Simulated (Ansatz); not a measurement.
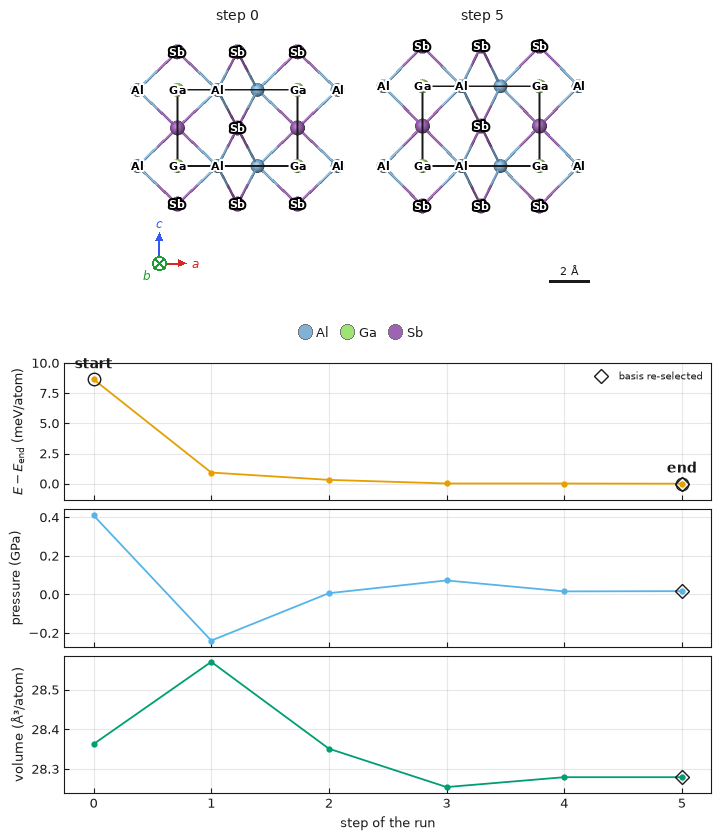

First and last geometry of a relaxation of crystalline Al$_{2}$GaSb$_{3}$ (a generated structure, set up in P6/mmm), with the history of the run. The picture is a ball-and-stick view of the cell of the calculation, seen along the b axis.

These are results of Ansatz 0.2.0, DFT PBE, scalar-relativistic, plane waves, PAW, not measurements. Settings: plane-wave cutoff 420 eV; k-point mesh 6 × 6 × 10; occupations gaussian; smearing width 0.1 eV; no spin polarisation; cell and atoms relaxed; force threshold 0.01 eV/Å; at most 80 steps.

Did the run converge, and what did it change?

Answer. It converged. The energy falls by 8.6 meV per atom in 4 accepted moves (5 points after the start). All forces vanish by symmetry, so only the cell relaxes. Pressure: 0.41 GPa at the start and 0.02 GPa at the end. At 1 point the geometry stayed and the basis and grid were re-selected for the new cell (energy shift of less than 0.05 meV per atom at most each time). No atom moves by more than 0.005 Å relative to the cell. The volume changes by −0.3 %, with a = b 7.099 → 6.921 Å (−2.5 %), c 3.899 → 4.090 Å (+4.9 %). Near-neighbour distances that change, for instance: Al–Sb 2.829 → 2.859 Å. Bond angles that change, for instance: Al–Sb–Al 92.9° → 88.7°, Sb–Al–Sb 87.1° → 91.3°, Al–Sb–Al 87.1° → 91.3°. The space group stays P6/mmm (No. 191).
